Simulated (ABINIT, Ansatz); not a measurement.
# CaZnC2O6 (R-3): one start, several treatments of the self-energy

How much does the gap of CaZnC2O6 (R-3) depend on the approximation to the self-energy?

Method: LDA and many-body steps on it, plane waves, in ABINIT 10.8.3.

## 1. Set-up

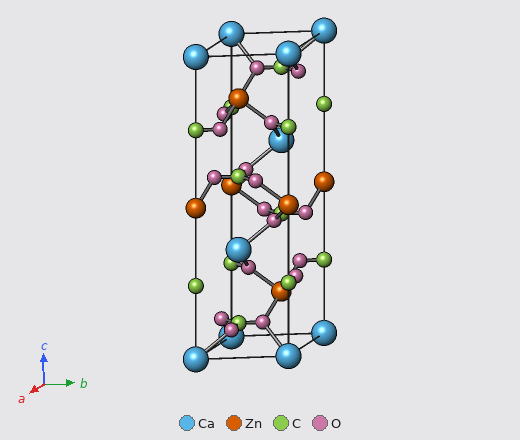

The starting structure, seen slightly off an axis (calcium blue, zinc orange, carbon green, oxygen pink). This picture shows the conventional cell, with its axes. Bonds to atoms that aren't drawn are left out. Some periodic images of atoms are drawn too.

As a file:

```cif
data_structure
_symmetry_space_group_name_H-M 'P 1'
_symmetry_Int_Tables_number 1
_cell_length_a 6.1262
_cell_length_b 6.1262
_cell_length_c 6.1262
_cell_angle_alpha 46.800
_cell_angle_beta 46.800
_cell_angle_gamma 46.800
_cell_volume 111.64
loop_
_atom_site_label
_atom_site_type_symbol
_atom_site_fract_x
_atom_site_fract_y
_atom_site_fract_z
_atom_site_occupancy
Ca1 Ca 0.00000 0.00000 0.00000 1
Zn2 Zn 0.50000 0.50000 0.50000 1
C3 C 0.24254 0.24254 0.24254 1
C4 C 0.75746 0.75746 0.75746 1
O5 O 0.49475 0.96409 0.27357 1
O6 O 0.96409 0.27357 0.49475 1
O7 O 0.27357 0.49475 0.96409 1
O8 O 0.50525 0.03591 0.72643 1
O9 O 0.03591 0.72643 0.50525 1
O10 O 0.72643 0.50525 0.03591 1
```

The cell and positions are those that the Materials Project relaxed with its own functionals (PBE, PBE+U or r2SCAN), kept fixed.

## 2. Empty states on the mesh, 2×2×2 mesh, 238 bands

This step: ABINIT 10.8.3; DFT, LDA, plane waves, norm-conserving pseudopotentials.

The sums over transitions need many empty states on a uniform mesh; this step solves for them.

The input, run.abi:

```
acell 3*1.0 Angstrom
rprim 
  2.433014964130 1.404701844483 5.444039263300
  -2.433014964130 1.404701844483 5.444039263300
  0.000000000000 -2.809403688966 5.444039263300
ntypat 4
znucl 20 30 6 8
natom 10
typat 1 2 3 3 4 4 4 4 4 4
xred 
  0.000000000000 0.000000000000 0.000000000000
  0.500000000000 0.500000000000 0.500000000000
  0.242541000000 0.242541000000 0.242541000000
  0.757459000000 0.757459000000 0.757459000000
  0.494747000000 0.964090000000 0.273567000000
  0.964090000000 0.273567000000 0.494747000000
  0.273567000000 0.494747000000 0.964090000000
  0.505253000000 0.035910000000 0.726433000000
  0.035910000000 0.726433000000 0.505253000000
  0.726433000000 0.505253000000 0.035910000000
pp_dirpath "pseudos"
pseudos "Ca.upf, Zn.upf, C.upf, O.upf"
ecut 37
ngkpt 2 2 2
nshiftk 1
shiftk 0 0 0
kptopt 1
chksymbreak 0
iscf -2
irdden 1
istwfk *1
nband 238
nbdbuf 20
tolwfr 1e-09
nstep 60
prtvol 0
indata_prefix "in"
outdata_prefix "out"
tmpdata_prefix "tmp"
```

Command:

```
> OMP_NUM_THREADS=1 mpirun -n 4 abinit run.abi > log
```

Numbers of over 12 decimals in the logs are rounded to 6 here.

The program printed:

```text
.Version 10.8.3 of ABINIT. v10.8.2 released Aug 2026.

 Symmetries : space group R-3 (#148); Bravais hR (rhombohedral)
[... echo of the input left out ...]
== DATASET  1 ==================================================================
-   mpi_nproc: 4, omp_nthreads: 1 (-1 if OMP is not activated)

--- !DatasetInfo
iteration_state: {dtset: 1, }
dimensions: {natom: 10, nkpt: 4, mband: 238, nsppol: 1, nspinor: 1, nspden: 1, mpw: 8140, }
cutoff_energies: {ecut:  37.0, pawecutdg:  -1.0, }
[...]
2.76179    2.76179    2.76978    2.77543    2.77543    2.79991    2.79991    2.80583
   2.81738    2.81738    2.86559    2.86559    2.87124    2.87124    2.90330    2.91080
   2.92840    2.92844    2.95779    2.96162    2.99547    3.00881
 prteigrs : prtvol=0 or 1, do not print more k-points.

== END DATASET(S) ==============================================================
================================================================================

 -outvars: echo values of variables after computation  --------
            nband         238
             nkpt           4
          spgroup         148
 [... the other variables as echoed above ...]

 Calculation completed.
```

Wall time 2.5 min (4 MPI ranks of Arm Neoverse N1, shared host); peak memory 0.57 GiB.

This step gave:

```yaml
gap: 3.804 eV
k_of_the_valence_top: 0.5, 0, 0
k_of_the_conduction_bottom: 0.5, 0.5, 0.5
least_direct_gap: 4.850 eV
k_points_computed: 4
lowest_point_of_the_top_converged_band_above_the_valence_top: 72.9167 eV
```

On this mesh the gap is 3.804 eV.

The density comes from a self-consistent run that is not shown.

## 3. Screening, 2×2×2 mesh, 110 bands, screening to 114.3 eV

The RPA dielectric matrix is built and inverted for each q.

This step: RPA screening on LDA, plane waves, norm-conserving pseudopotentials.

Edit run.abi of step 2 so:

```diff
@@ -28,10 +28,11 @@
 chksymbreak 0
-iscf -2
-irdden 1
 istwfk *1
-nband 238
-nbdbuf 20
-tolwfr 1e-09
-nstep 60
-prtvol 0
+occopt 1
+irdwfk 1
+optdriver 3
+nband 110
+ecuteps 4.2
+inclvkb 2
+awtr 1
+symchi 1
 indata_prefix "in"
```

The program printed:

```text
.Version 10.8.3 of ABINIT. v10.8.2 released Aug 2026.

 Symmetries : space group R-3 (#148); Bravais hR (rhombohedral)
[... echo of the input left out ...]
== DATASET  1 ==================================================================
-   mpi_nproc: 4, omp_nthreads: 1 (-1 if OMP is not activated)

--- !DatasetInfo
iteration_state: {dtset: 1, }
dimensions: {natom: 10, nkpt: 4, mband: 110, nsppol: 1, nspinor: 1, nspden: 1, mpw: 8140, }
cutoff_energies: {ecut:  37.0, pawecutdg:  -1.0, }
electrons: {nelect:   7.40000000E+01, charge:   0.00000000E+00, occopt:   1.00000000E+00, tsmear:   1.00000000E-02, }

 SCREENING: Calculation of the susceptibility and dielectric matrices

 Based on a program developped by R.W. Godby, V. Olevano, G. Onida, and L. Reining.
 Incorporated in ABINIT by V. Olevano, G.-M. Rignanese, and M. Torrent.
.Using double precision arithmetic ; gwpc =  8

[... cell and pseudopotentials left out ...]
--------------------------------------------------------------------------------

 ==== K-mesh for the wavefunctions ====
 Number of points in the irreducible wedge :     4
[... list of points left out ...]
 Together with  6 symmetry operations and time-reversal symmetry
 yields     8 points in the full Brillouin Zone.

 ==== Q-mesh for the screening function ====
 Number of points in the irreducible wedge :     4
[... list of points left out ...]
 Together with  6 symmetry operations and time-reversal symmetry
 yields     8 points in the full Brillouin Zone.

 setmesh: FFT mesh size selected  =    45x   45x   45
          total number of points  =        91125

 vcoul_init : cutoff-mode = AUXILIARY_FUNCTION
 q-points for optical limit:   1
     1)      0.000010    0.000020    0.000030

- screening: taking advantage of time-reversal symmetry
- Maximum band index for partially occupied states nbvw = 37
- Remaining bands to be divided among processors   nbcw = 73
- Number of bands treated by each node ~18

 Number of electrons calculated from density =   74.0000; Expected =   74.0000
 average of density, n =  0.098228
 r_s =    1.3445
 omega_plasma =   30.2324 [eV]

 calculating chi0 at frequencies [eV] :
  1    0.000000E+00    0.000000E+00
  2    0.000000E+00    3.023239E+01

--------------------------------------------------------------------------------
  q-point number  1        q = ( 0.000000, 0.000000, 0.000000) [r.l.u.]
--------------------------------------------------------------------------------
[... chi0 elements left out ...]
 For q-point:  0.000010 0.000020 0.000030
  dielectric constant =   2.9539
  dielectric constant without local fields =   3.2701

  Average fulfillment of the sum rule on Im[epsilon] for q-point    1 :     34.66  [%]
[... wings left out ...]
  q-point number  2        q = ( 0.500000, 0.000000, 0.000000) [r.l.u.]
--------------------------------------------------------------------------------
[... chi0 elements left out ...]
  Average fulfillment of the sum rule on Im[epsilon] for q-point    2 :     40.11  [%]

 [... 2 further q-points ...]
```

The job ended after 1.7 min (4 MPI ranks; peak memory 2 GiB).

Numbers from this step:

```yaml
eps_infinity_with_local_fields_on_this_mesh_along_the_program_s_q_direction: 2.954
the_same_without_local_fields: 3.270
plasma_frequency: 30.23 eV
plane_waves_in_the_screening_matrix: 309
```

Local fields lower ε∞ by 10 %. On a Γ-centred mesh this coarse the value itself is usually too large, while a short band sum pulls it down.

## 4. G0W0, Godby-Needs plasmon pole

The self-energy is evaluated for the states that the input lists, and the levels follow from it, in one-shot runs by the linearised quasiparticle equation.

This step: G0W0 on LDA, plane waves, norm-conserving pseudopotentials.

Edit run.abi of step 3 so:

```diff
@@ -31,8 +31,19 @@
 irdwfk 1
-optdriver 3
+optdriver 4
 nband 110
+gwcalctyp 0
+ecutsigx 37
+symsigma 1
+nkptgw 3
+kptgw 
+  0.5000000000 0.0000000000 0.0000000000
+  0.5000000000 0.5000000000 0.5000000000
+  0.0000000000 0.0000000000 0.0000000000
+bdgw 
+  36 39
+  36 39
+  35 39
 ecuteps 4.2
-inclvkb 2
-awtr 1
-symchi 1
+irdscr 1
+ppmodel 1
 indata_prefix "in"
```

The program printed:

```text
.Version 10.8.3 of ABINIT. v10.8.2 released Aug 2026.

 Symmetries : space group R-3 (#148); Bravais hR (rhombohedral)
[... echo of the input left out ...]
== DATASET  1 ==================================================================
-   mpi_nproc: 4, omp_nthreads: 1 (-1 if OMP is not activated)

--- !DatasetInfo
iteration_state: {dtset: 1, }
dimensions: {natom: 10, nkpt: 4, mband: 110, nsppol: 1, nspinor: 1, nspden: 1, mpw: 8140, }
cutoff_energies: {ecut:  37.0, pawecutdg:  -1.0, }
electrons: {nelect:   7.40000000E+01, charge:   0.00000000E+00, occopt:   1.00000000E+00, tsmear:   1.00000000E-02, }

 SIGMA: Calculation of the GW corrections

 Based on a program developped by R.W. Godby, V. Olevano, G. Onida, and L. Reining.
 Incorporated in ABINIT by V. Olevano, G.-M. Rignanese, and M. Torrent.
.Using double precision arithmetic ; gwpc =  8

[... cell and pseudopotentials left out ...]
--------------------------------------------------------------------------------

 ==== K-mesh for the wavefunctions ====
 Number of points in the irreducible wedge :     4
[... list of points left out ...]
 Together with  6 symmetry operations and time-reversal symmetry
 yields     8 points in the full Brillouin Zone.

 ==== Q-mesh for screening function ====
 Number of points in the irreducible wedge :     4
[... list of points left out ...]
 Together with  6 symmetry operations and time-reversal symmetry
 yields     8 points in the full Brillouin Zone.

 vcoul_init : cutoff-mode = AUXILIARY_FUNCTION
 q-points for optical limit:   1
     1)      0.000010    0.000020    0.000030
 setmesh: FFT mesh size selected  =    64x   64x   64
          total number of points  =       262144

 Number of electrons calculated from density =   74.0000; Expected =   74.0000
 average of density, n =  0.098228
 r_s =    1.3445
 omega_plasma =   30.2324 [eV]

 === KS Band Gaps ===
  >>>> For spin  1
   Minimum direct gap =   4.8496 [eV], located at k-point      :   0.5000  0.5000  0.5000
   Fundamental gap    =   3.8039 [eV], Top of valence bands at :   0.5000  0.0000  0.0000
                                       Bottom of conduction at :   0.5000  0.5000  0.5000
 SIGMA fundamental parameters:
 PLASMON POLE MODEL  1
 number of plane-waves for SigmaX                 8081
 number of plane-waves for SigmaC and W            309
 number of plane-waves for wavefunctions          8081
 number of bands                                   110
 number of independent spin polarizations            1
 number of spinorial components                      1
 number of k-points in IBZ                           4
 number of q-points in IBZ                           4
 number of symmetry operations                       6
 number of k-points in BZ                            8
 number of q-points in BZ                            8
 number of frequencies for dSigma/dE                 9
 frequency step for dSigma/dE [eV]                0.25
 number of omega for Sigma on real axis              0
 max omega for Sigma on real axis  [eV]           0.00
 zcut for avoiding poles [eV]                     0.10

 EPSILON^-1 parameters (SCR file):
 dimension of the eps^-1 matrix on file            309
 dimension of the eps^-1 matrix used               309
 number of plane-waves for wavefunctions          8081
 number of bands                                   110
 number of q-points in IBZ                           4
 number of frequencies                               2
 number of real frequencies                          1
 number of imag frequencies                          1

 matrix elements of self-energy operator (all in [eV])

 Perturbative Calculation

--- !SelfEnergy_ee
iteration_state: {dtset: 1, }
kpoint     : [   0.500,    0.000,    0.000, ]
spin       : 1
KS_gap     :    5.021
QP_gap     :    8.316
Delta_QP_KS:    3.294
data: !SigmaeeData |
     Band     E0 <VxcDFT>   SigX SigC(E0)      Z dSigC/dE  Sig(E)    E-E0       E
       36   1.702 -19.684 -25.006   4.733   0.809  -0.236 -20.161  -0.476   1.225
       37   2.236 -21.296 -26.816   4.864   0.810  -0.234 -21.828  -0.531   1.704
       38   7.257 -15.772  -9.754  -2.713   0.836  -0.196 -13.010   2.763  10.020
       39   7.609 -16.698 -10.791  -2.644   0.831  -0.203 -13.986   2.712  10.321

--- !SelfEnergy_ee
iteration_state: {dtset: 1, }
kpoint     : [   0.500,    0.500,    0.500, ]
spin       : 1
KS_gap     :    4.850
QP_gap     :    7.935
Delta_QP_KS:    3.085
data: !SigmaeeData |
     Band     E0 <VxcDFT>   SigX SigC(E0)      Z dSigC/dE  Sig(E)    E-E0       E
       36   1.190 -22.830 -28.193   4.556   0.813  -0.229 -23.487  -0.656   0.534
       37   1.190 -22.830 -28.193   4.556   0.813  -0.229 -23.487  -0.656   0.534
[...]
--- !SelfEnergy_ee
iteration_state: {dtset: 1, }
kpoint     : [   0.000,    0.000,    0.000, ]
spin       : 1
KS_gap     :    4.892
QP_gap     :    7.839
Delta_QP_KS:    2.947
data: !SigmaeeData |
     Band     E0 <VxcDFT>   SigX SigC(E0)      Z dSigC/dE  Sig(E)    E-E0       E
[...]
37   1.457 -19.250 -24.705   4.741   0.809  -0.236 -19.828  -0.578   0.879
       38   6.349 -15.288  -9.771  -2.722   0.848  -0.179 -12.918   2.370   8.719
       39   7.290 -16.269 -10.633  -2.449   0.830  -0.205 -13.623   2.646   9.936

== END DATASET(S) ==============================================================
================================================================================

 -outvars: echo values of variables after computation  --------
           etotal      0.0000000000E+00
            nband         110
             nkpt           4
          spgroup         148
 [... the other variables as echoed above ...]

 Calculation completed.
```

Wall time 29 s (4 MPI ranks); peak memory 1.4 GiB.

This step gave:

- G0W0 gap on the points computed: 6.765 eV
- starting gap on the mesh: 3.804 eV
- k of the valence top: 0.5, 0, 0
- k of the conduction bottom: 0.5, 0.5, 0.5
- Z at the valence top: 0.81
- Z at the conduction bottom: 0.848
- least direct G0W0 gap on the computed points: 7.84 eV

The gap on the mesh goes from 3.80 eV to 6.76 eV, a correction of +2.96 eV.

## 5. G0W0, Hybertsen-Louie plasmon pole

Edit run.abi of step 4 so:

```diff
@@ -47,3 +47,3 @@
 irdscr 1
-ppmodel 1
+ppmodel 2
 indata_prefix "in"
```

The program printed:

```text
.Version 10.8.3 of ABINIT. v10.8.2 released Aug 2026.

 Symmetries : space group R-3 (#148); Bravais hR (rhombohedral)
[... echo of the input left out ...]
== DATASET  1 ==================================================================
-   mpi_nproc: 4, omp_nthreads: 1 (-1 if OMP is not activated)

--- !DatasetInfo
iteration_state: {dtset: 1, }
dimensions: {natom: 10, nkpt: 4, mband: 110, nsppol: 1, nspinor: 1, nspden: 1, mpw: 8140, }
cutoff_energies: {ecut:  37.0, pawecutdg:  -1.0, }
electrons: {nelect:   7.40000000E+01, charge:   0.00000000E+00, occopt:   1.00000000E+00, tsmear:   1.00000000E-02, }

 SIGMA: Calculation of the GW corrections

 Based on a program developped by R.W. Godby, V. Olevano, G. Onida, and L. Reining.
 Incorporated in ABINIT by V. Olevano, G.-M. Rignanese, and M. Torrent.
.Using double precision arithmetic ; gwpc =  8

[... cell and pseudopotentials left out ...]
--------------------------------------------------------------------------------

 ==== K-mesh for the wavefunctions ====
 Number of points in the irreducible wedge :     4
[... list of points left out ...]
 Together with  6 symmetry operations and time-reversal symmetry
 yields     8 points in the full Brillouin Zone.

 ==== Q-mesh for screening function ====
 Number of points in the irreducible wedge :     4
[... list of points left out ...]
 Together with  6 symmetry operations and time-reversal symmetry
 yields     8 points in the full Brillouin Zone.

 vcoul_init : cutoff-mode = AUXILIARY_FUNCTION
 q-points for optical limit:   1
     1)      0.000010    0.000020    0.000030
 setmesh: FFT mesh size selected  =    64x   64x   64
          total number of points  =       262144

 Number of electrons calculated from density =   74.0000; Expected =   74.0000
[...]
number of plane-waves for wavefunctions          8081
 number of bands                                   110
 number of q-points in IBZ                           4
 number of frequencies                               2
 number of real frequencies                          1
 number of imag frequencies                          1

 matrix elements of self-energy operator (all in [eV])

 Perturbative Calculation

--- !SelfEnergy_ee
iteration_state: {dtset: 1, }
kpoint     : [   0.500,    0.000,    0.000, ]
spin       : 1
KS_gap     :    5.021
QP_gap     :    8.768
Delta_QP_KS:    3.746
data: !SigmaeeData |
     Band     E0 <VxcDFT>   SigX SigC(E0)      Z dSigC/dE  Sig(E)    E-E0       E
       36   1.702 -19.684 -25.006   4.353   0.874  -0.144 -20.531  -0.847   0.855
       37   2.236 -21.296 -26.816   4.523   0.877  -0.141 -22.170  -0.874   1.362
       38   7.257 -15.772  -9.754  -2.798   0.892  -0.121 -12.900   2.873  10.130
[...]
--- !SelfEnergy_ee
iteration_state: {dtset: 1, }
kpoint     : [   0.500,    0.500,    0.500, ]
spin       : 1
KS_gap     :    4.850
QP_gap     :    8.098
Delta_QP_KS:    3.248
data: !SigmaeeData |
     Band     E0 <VxcDFT>   SigX SigC(E0)      Z dSigC/dE  Sig(E)    E-E0       E
[...]
--- !SelfEnergy_ee
iteration_state: {dtset: 1, }
kpoint     : [   0.000,    0.000,    0.000, ]
spin       : 1
KS_gap     :    4.892
QP_gap     :    8.059
Delta_QP_KS:    3.167
data: !SigmaeeData |
     Band     E0 <VxcDFT>   SigX SigC(E0)      Z dSigC/dE  Sig(E)    E-E0       E
[...]
38   6.349 -15.288  -9.771  -3.045   0.897  -0.115 -13.071   2.217   8.566
       39   7.290 -16.269 -10.633  -2.527   0.889  -0.125 -13.504   2.765  10.055

== END DATASET(S) ==============================================================
================================================================================

 -outvars: echo values of variables after computation  --------
           etotal      0.0000000000E+00
            nband         110
             nkpt           4
          spgroup         148
 [... the other variables as echoed above ...]

 Calculation completed.
```

Run time: 28 s. Hardware: 4 MPI ranks; peak memory 1.4 GiB.

This step gave:

```
G0W0 gap on the points computed              : 7.002 eV
starting gap on the mesh                     : 3.804 eV
k of the valence top                         : 0.5, 0, 0
k of the conduction bottom                   : 0.5, 0.5, 0.5
Z at the valence top                         : 0.877
Z at the conduction bottom                   : 0.897
least direct G0W0 gap on the computed points : 8.059 eV
```

Against G0W0 in ABINIT (2×2×2 mesh, 110 bands, screening to 114.3 eV, Godby-Needs plasmon pole), the gap moves by +0.237 eV.

## 6. G0W0, von der Linden-Horsch plasmon pole

Edit run.abi of step 5 so:

```diff
@@ -47,3 +47,3 @@
 irdscr 1
-ppmodel 2
+ppmodel 3
 indata_prefix "in"
```

The program printed:

```text
.Version 10.8.3 of ABINIT. v10.8.2 released Aug 2026.

 Symmetries : space group R-3 (#148); Bravais hR (rhombohedral)
[... echo of the input left out ...]
== DATASET  1 ==================================================================
-   mpi_nproc: 4, omp_nthreads: 1 (-1 if OMP is not activated)

--- !DatasetInfo
iteration_state: {dtset: 1, }
dimensions: {natom: 10, nkpt: 4, mband: 110, nsppol: 1, nspinor: 1, nspden: 1, mpw: 8140, }
cutoff_energies: {ecut:  37.0, pawecutdg:  -1.0, }
[...]
Band     E0 <VxcDFT>   SigX SigC(E0)      Z dSigC/dE  Sig(E)    E-E0       E
[...]
38   6.349 -15.288  -9.771  -2.850   0.906  -0.104 -12.872   2.415   8.764
       39   7.290 -16.269 -10.633  -2.442   0.891  -0.122 -13.422   2.847  10.137

== END DATASET(S) ==============================================================
================================================================================

 -outvars: echo values of variables after computation  --------
           etotal      0.0000000000E+00
            nband         110
             nkpt           4
          spgroup         148
 [... the other variables as echoed above ...]

 Calculation completed.
```

Run time: 19 s. Hardware: 4 MPI ranks; peak memory 1.3 GiB.

This step gave:

```
G0W0 gap on the points computed              : 6.854 eV
starting gap on the mesh                     : 3.804 eV
k of the valence top                         : 0.5, 0, 0
k of the conduction bottom                   : 0.5, 0.5, 0.5
least direct G0W0 gap on the computed points : 8.014 eV
```

Against G0W0 in ABINIT (2×2×2 mesh, 110 bands, screening to 114.3 eV, Godby-Needs plasmon pole), the gap moves by +0.089 eV.

[end of part 1 of 2]

[Paths, hosts, dates, memory and timing lines, banners, echoed tables and standing remarks are left out of the program output.]

[Logs are printed without paths, hosts, clocks, repeated set-up lines and the standing remarks that a program may print on its own settings, such as how far it seeks lower states.]

[Runs of the session that timed out or met a known fault of the program may be left out.]

[Hosts, paths, dates, database ids (printed as entryN), source tags and the programs' standing remarks are cut or masked in the printed files.]

[G0W0 gaps are taken among the corrected bands and points alone; a level outside them can change the order at an edge.]

[Where Ansatz stands beside ABINIT at settings called matched, ABINIT's density can come from a denser mesh and the files from another edition; pairs whose starting gaps differed by over 0.03 eV were left out, so agreement reads better than it is.]
